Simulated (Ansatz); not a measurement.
# Strength of the C–H bond: C3H5F2 → C3H4F2 + H

Species: C3H5F2 `C[C](F)CF`, doublet; C3H4F2 `C=C(F)CF`, singlet; H atom, doublet. 

Shapes, held fixed at every level: PBE0-D4/def2-TZVP. Flexible molecules stand in one conformer, not always the lowest. Programs: Ansatz 0.2.0. The zero-point and thermal change to 298 K, harmonic and unscaled (PBE0-D4/def2-TZVP), is -21.9 kJ/mol.

| level | kind | ΔH(298 K) (kJ/mol) | less CCSD(T)/CBS estimate |
| --- | --- | --- | --- |
| HF/def2-TZVPP | Hartree–Fock | +151.7 | -8.1 |
| B3LYP-D4/def2-TZVPP | global hybrid | +171.7 | +11.9 |
| wB97X-V/def2-TZVPP | range-separated hybrid | +171.8 | +12.0 |
| MP2/def2-SVP | perturbation theory | +137.7 | -22.1 |
| CCSD(T)/def2-SVP | coupled cluster or CI | +151.4 | -8.4 |
| CCSD(T)/def2-TZVPP | coupled cluster or CI | +157.9 | -1.9 |
| CCSD/def2-TZVPP | coupled cluster or CI | +164.3 | +4.5 |
| CCSD(T)/CBS estimate | coupled cluster or CI | +159.8 | 0.0 |

The highest level, CCSD(T)/CBS estimate, gives ΔH(298 K) = +159.8 kJ/mol; the levels span +137.7 to +171.8. A fragment pairs its electrons up again, so this isn't a typical strength of such a bond. The column of differences is taken from that level and isn't an error. No measured value is set beside it here. Open shells run unrestricted unless RO is named. The CBS estimate extrapolates MP2 from def2-TZVPP and def2-QZVPP and adds CCSD(T) − MP2 in the triple-zeta set, cores frozen.

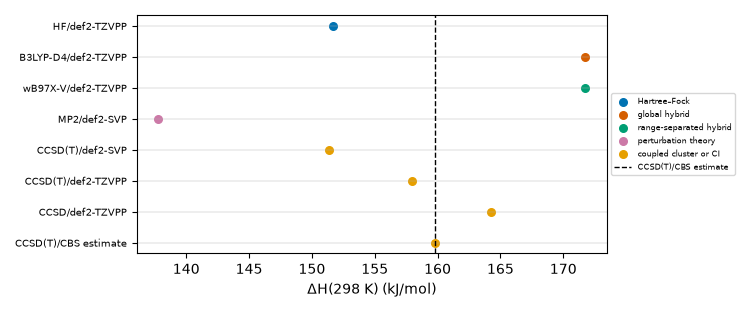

The values of the table, level by level.
